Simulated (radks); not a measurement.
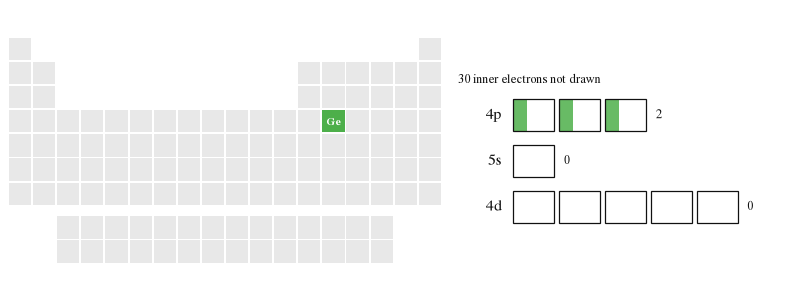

Fig. 1: Left, the place of germanium in the periodic table; right, the outer shells as the input fills them: a box for each of the 2l + 1 orbitals, shaded by the share of the shell that is filled, with the electron count at the right.

Atomic calculation for Ge

A free Ge atom in the configuration [Ar] 3d10 4s2 4p2. Computed at this level: non-relativistic Kohn-Sham, BLYP, spin-unpolarised, spherical densities, point nucleus (the in-house radial solver radks).

Input:
```
Z 32
configuration [Ar] 3d10 4s2 4p2 5s0 4d0
relativity non-relativistic
functional b88,lyp
spin unpolarised
nucleus point
```

Energies in input and log are in hartree, lengths in bohr.

Launched within a batch (the task file carries these settings):
```bash
python <driver script> task.json out
```

The program's output:
```
1s      1   2.0000        -397.10744906
2s      1   2.0000         -49.14293228
2p      1   6.0000         -43.76005228
3s      1   2.0000          -5.97512721
3p      1   6.0000          -4.19390565
3d      1  10.0000          -1.10321943
4s      1   2.0000          -0.41629576
4p      1   2.0000          -0.14038965
5s      1   0.0000          -0.01781556
4d      1   0.0000           0.00013744
Etot -2077.0248284872773
Ekin 2075.7834757484093
Encl -4969.943304055852
Eh 896.1470981667186
Exc -79.01209834655259
err 1.8935183749243533e-09
it 14
```

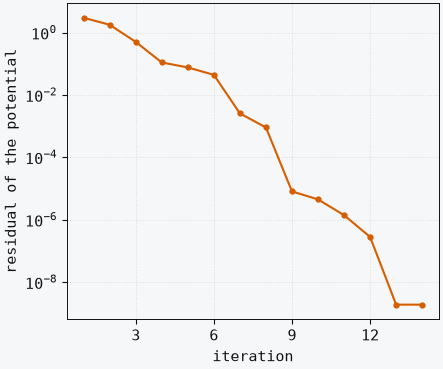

Fig. 2: Convergence: residual of the potential against the iteration. The residual falls almost steadily, with no more than small rises or pauses. It goes from 3.0 to 1.9×10⁻⁹ in 14 steps.

Orbitals:

| orbital | occupation | energy (eV) | ⟨r⟩ (bohr) | outer maximum (bohr) |
| --- | --- | --- | --- | --- |
| 1s | 2 | −10805.8 | 0.04785 | 0.0316 |
| 2s | 2 | −1337.2 | 0.2139 | 0.180 |
| 2p | 6 | −1190.8 | 0.1853 | 0.143 |
| 3s | 2 | −162.591 | 0.6352 | 0.551 |
| 3p | 6 | −114.122 | 0.6518 | 0.547 |
| 3d | 10 | −30.020 | 0.7333 | 0.502 |
| 4s | 2 | −11.328 | 2.144 | 1.76 |
| 4p | 2 | −3.820 | 2.917 | 2.21 |

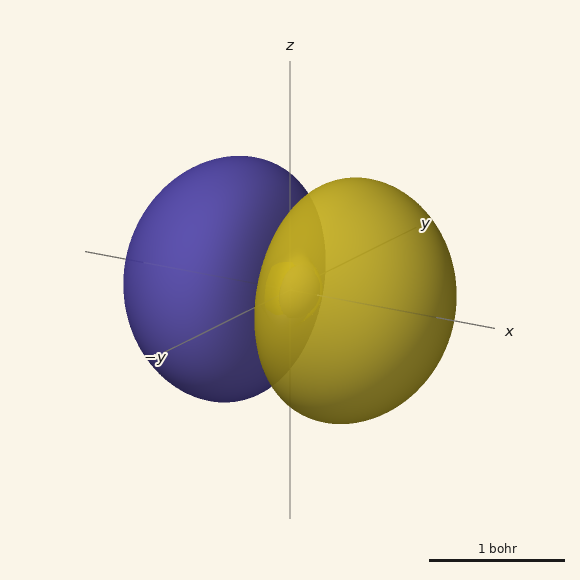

Fig. 3: The 3p(x) orbital. The radial function comes from the spherical calculation and is multiplied by a real spherical harmonic; the overall sign is chosen so that the largest lobe of P(r) is positive. The surface of constant |ψ| that holds about 95 % of the electron is drawn, yellow where ψ is positive and blue where it is negative. It has the nodal plane yz and 1 radial node, at r = 0.233 bohr. The outermost maximum of P² lies at 0.547 bohr, ⟨r⟩ = 0.652 bohr, 90 % of the charge lies within 1.00 bohr, and the eigenvalue is −114.1 eV, with 6 electrons in the shell.

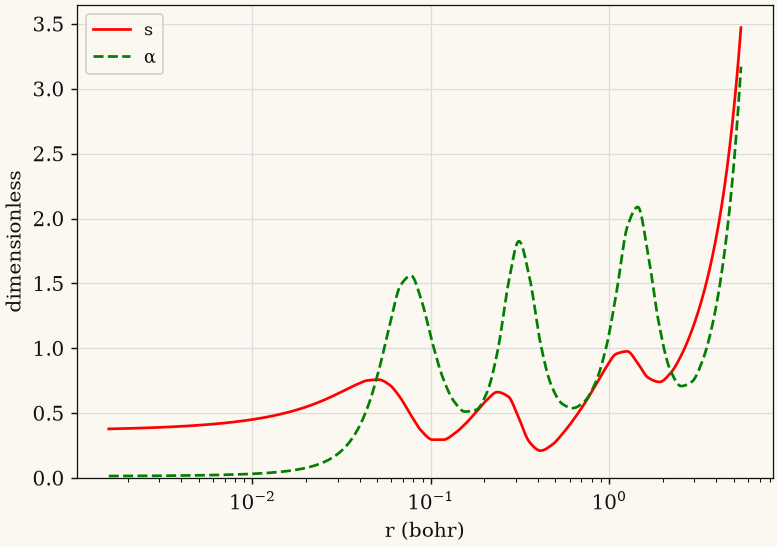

Fig. 4: The reduced density gradient s and the kinetic indicator α = (τ − τW)/τunif, the ingredients of GGAs and meta-GGAs. s starts near 0.38 at the inner end, has maxima between the shells at r = 0.051 bohr (0.76), 0.24 bohr (0.66) and 1.3 bohr (0.98), and grows in the tail, to 3.5 at 5.5 bohr. α peaks at r = 0.078 bohr (1.6), 0.31 bohr (1.8) and 1.4 bohr (2.1), where shells overlap, and is small where one s orbital dominates. In the tail α rises again, to 3.2 at the end, as it does where the highest occupied level has l > 0.

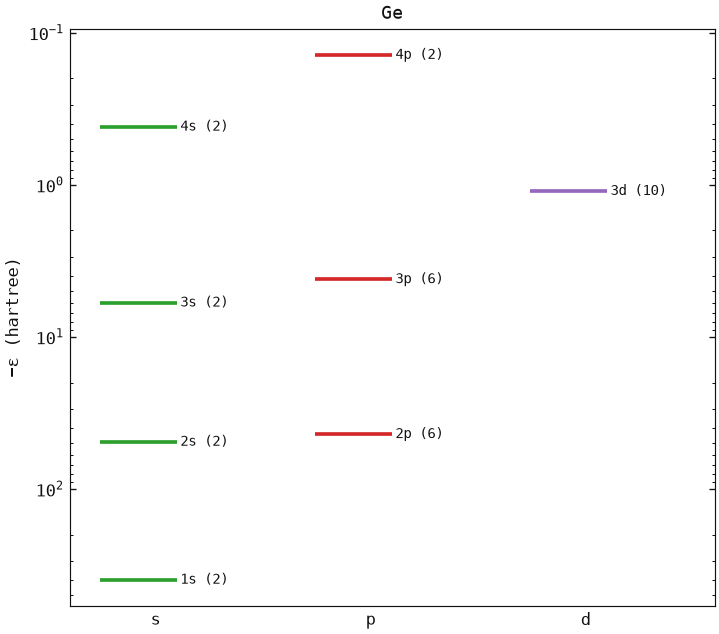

Fig. 5: All occupied levels, on a logarithmic scale of binding energy, are drawn by angular momentum (occupations in brackets). The highest occupied level is 4p at −0.140 hartree. The highest 4 occupied levels, from the top down, are 4p (−0.140 hartree), 4s (−0.416 hartree), 3d (−1.10 hartree), 3p (−4.19 hartree). The measured ionisation energy (NIST) is 7.90 eV; minus the highest level, 3.82 eV, lies 52 % below it, as is usual for a semilocal functional, whose potential decays too fast.

Key numbers:

- outcome: converged
- total energy: −2077.0248 hartree
- kinetic energy: 2075.7835 hartree
- electron–nucleus energy: −4969.9433 hartree
- Hartree energy: 896.147098 hartree
- exchange–correlation energy: −79.012098 hartree
- radius at density 0.001 e/bohr³: 4.49 bohr
- SCF iterations: 14
- hardware: 1 thread of Intel Xeon @ 2.90GHz, 163 GiB of memory available, shared host
